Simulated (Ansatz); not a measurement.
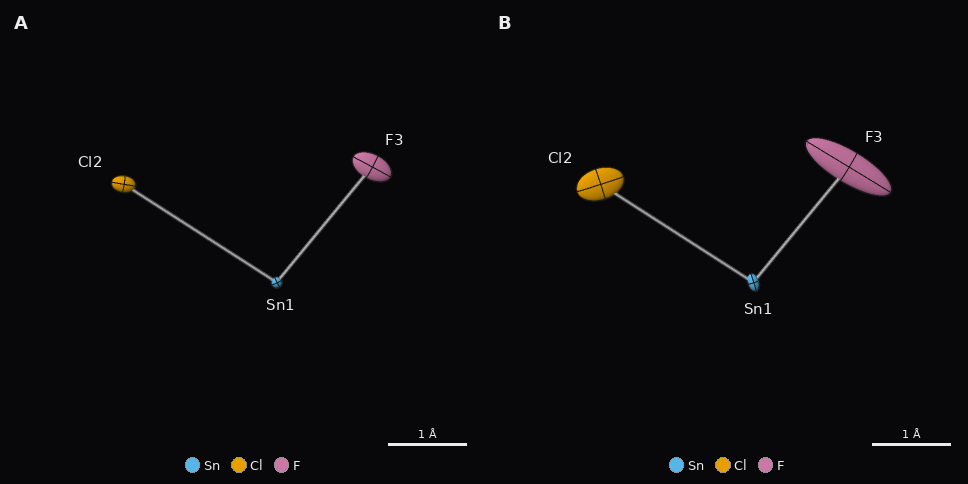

Displacement ellipsoids at the 50 % level, scaled by 3, from the internal vibrations of the free molecule (harmonic, no overall translation or rotation; no half-axis is drawn under 0.075 Å). Vibrations computed with RKS PBE0-D4/def2-TZVP, core potentials on Sn (Ansatz 0.2.0). One panel is for 0 K (zero-point motion alone), the other for 600 K.

### Which panel is for 600 K?

B.

### How much does the mean-square displacement of F3 grow, and why?

U_eq goes from 0.0016 to 0.0071 Å², a factor of 4.4. Modes below kT (417 cm⁻¹ at 600 K) grow about in proportion to T, and the lowest lies at 157 cm⁻¹; the mean-square amplitude of a mode is its zero-point value times coth(ħω/2kT), which comes close to 1 only above about 3kT.
